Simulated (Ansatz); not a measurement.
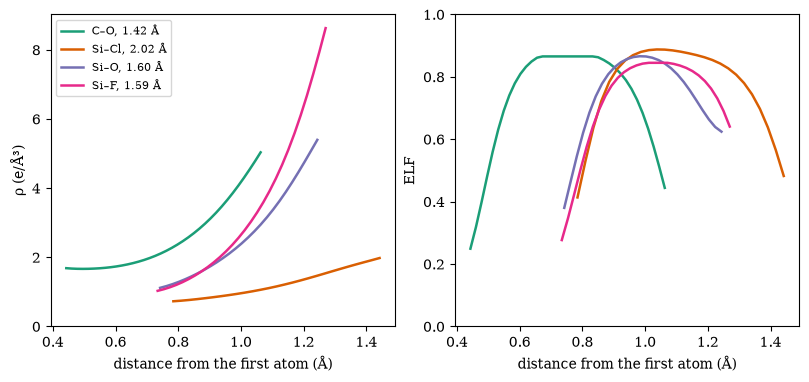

CH4ClFO2Si (SMILES CO[Si](O)(F)Cl). Electron density and electron localisation function along straight lines between neighbouring atoms. The curves leave out the atomic cores.

Geometry: PBE0-D4/def2-TZVP.

Method: RKS PBE0-D4/def2-TZVPP in Ansatz 0.2.0.

```yaml
atoms:
  - { symbol: C, position_ang: [-1.1853, -1.0041, 0.5324] }
  - { symbol: O, position_ang: [-0.5097, 0.2165, 0.7782] }
  - { symbol: Si, position_ang: [0.7998, 0.7360, 0.0111] }
  - { symbol: O, position_ang: [0.5556, 0.6393, -1.5874] }
  - { symbol: F, position_ang: [2.0749, -0.1315, 0.3861] }
  - { symbol: Cl, position_ang: [1.1806, 2.6246, 0.6303] }
  - { symbol: H, position_ang: [-0.5805, -1.8547, 0.8579] }
  - { symbol: H, position_ang: [-1.4226, -1.1154, -0.5287] }
  - { symbol: H, position_ang: [-2.1124, -0.9901, 1.1052] }
  - { symbol: H, position_ang: [1.2826, 0.8282, -2.1821] }
```

### What can be read from the curves?

C–O (1.42 Å): ρ at the midpoint is about 2 e/Å³, with its minimum of 1.7 e/Å³ about 0.5 Å from C; the ELF peaks at about 0.85 between the atoms: a shared but strongly polarised pair.
Si–Cl (2.02 Å): the density is about 0.98 e/Å³ at the midpoint; the ELF peaks at about 0.90 between the atoms: a shared but strongly polarised pair.
Si–O (1.60 Å): ρ is about 1.3 e/Å³ halfway; the ELF peaks at about 0.85 between the atoms, as expected for a polar covalent bond.
Si–F (1.59 Å): ρ at the midpoint is about 1.2 e/Å³; the ELF peaks at about 0.85 in the valence shell of F, 0.6 Å from its nucleus, and is about 0.50 at the midpoint.
